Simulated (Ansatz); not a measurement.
Stretching the Ca1–O2 bond in CaO (multiplicity 1 held). Energies count from the point at 1.824 Å.


R- and RO- levels are restricted; in cc, def2 and unpolarised 6-31G sets they are followed outwards from rest. Unrestricted levels (U-) break spin symmetry where that is lower. Curves can end on different states.

Frozen-core correlation.

The values were computed with Ansatz (Gaussian orbitals). 

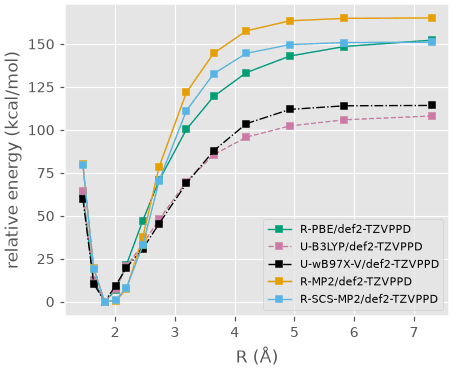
Figure. Relative energy along the coordinate

Doubts at one or more of the structures used: a restricted determinant that unrestricted orbitals would lower (R-PBE/def2-TZVPPD, R-MP2/def2-TZVPPD, R-SCS-MP2/def2-TZVPPD); a spin-contaminated determinant (U-B3LYP/def2-TZVPPD, U-wB97X-V/def2-TZVPPD).

Ansatz is a first-principles code.
